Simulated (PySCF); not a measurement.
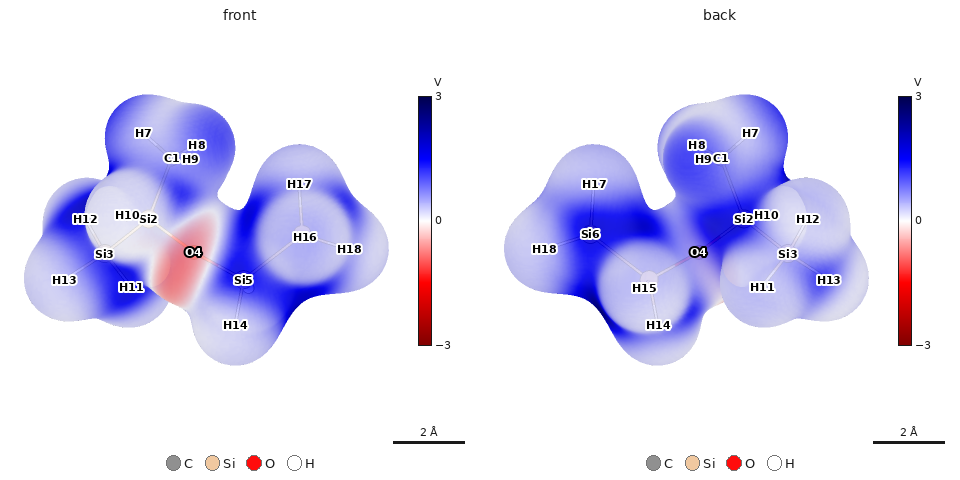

The picture shows: CH12OSi4. The molecular electrostatic potential painted on the density surface at 0.004 e/bohr³, seen from the front and from behind; the colour scale runs from red (negative) to blue (positive).

Geometry: GFN2-xTB.

Theory: PBE0/pcSseg-1, SCF density, gas phase, non-relativistic (PySCF).

Input file:

```
{"job": {"kind": "nmr", "xc": "PBE0", "basis": "pcSseg-1"}, "charge": 0, "multiplicity": 1}
C     -0.693480     1.960741    -0.874821
Si    -1.125334     0.524683     0.299199
Si    -2.994755    -0.646682    -0.376841
O      0.144640    -0.497064     0.329929
Si     1.319939    -1.492472    -0.183455
Si     3.259971    -0.274782    -0.406843
H     -1.444182     2.744247    -0.825316
H      0.265663     2.407621    -0.624747
H     -0.637549     1.627023    -1.908590
H     -1.122119     1.035376     1.679506
H     -2.699174    -1.867573    -1.138068
H     -3.865370     0.156988    -1.246512
H     -3.839599    -1.069411     0.746992
H      1.332934    -2.548502     0.836129
H      0.828361    -2.095469    -1.432407
H      3.939492    -0.003021     0.866696
H      3.086348     1.037808    -1.045296
H      4.235454    -0.993194    -1.236731
```

Command:

```sh
OMP_NUM_THREADS=1 python probes_run.py task.json out
```

### Where is the surface potential most negative and most positive?

The most negative region (about −0.7 V, or −16 kcal/mol for a unit charge) lies over O4, the most positive (about +2.3 V, or +53 kcal/mol for a unit charge) over Si2 and Si5.
